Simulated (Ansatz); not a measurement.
# Profile along the O–Li line in Li2O (anti-fluorite)

Li$_{2}$O (anti-fluorite)

```yaml
crystal:
  lattice:
    - [0.00000, 2.28637, 2.28637]
    - [2.28637, 0.00000, 2.28637]
    - [2.28637, 2.28637, 0.00000]
  atoms:
    - { symbol: O, position: [0.00000, 0.00000, 0.00000] }
    - { symbol: Li, position: [0.25000, 0.25000, 0.25000] }
    - { symbol: Li, position: [0.75000, 0.75000, 0.75000] }
```

Fields along a shortest O–Li line of a {110} plane (1.98 Å), from O to Li, interpolated on the slice's grid (step about 0.2 Å). Calculation: r2SCAN (plane waves to 500 eV, PAW, scalar-relativistic; Ansatz, a program for electronic structure). k mesh 12×12×12. Inside the PAW spheres the values are not all-electron values, and peaks at nuclei hang on which shells count as valence. Li2O was relaxed with its symmetry unable to fall.

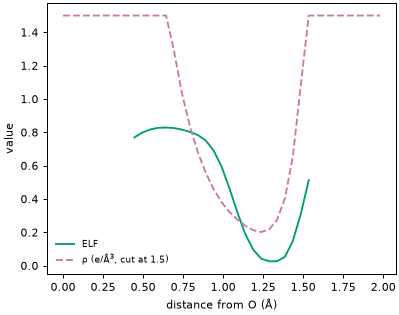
*ELF (away from the nuclei) and valence density from O to Li.*

Density on the O–Li line (1.98 Å) at its density minimum, 1.2 Å from O: 0.20 e/Å³. ELF at that point: 0.0. Character of the O–Li contact (rough rule: ELF there above 0.7 covalent, below 0.2 ionic, polar between): closed-shell (ionic).
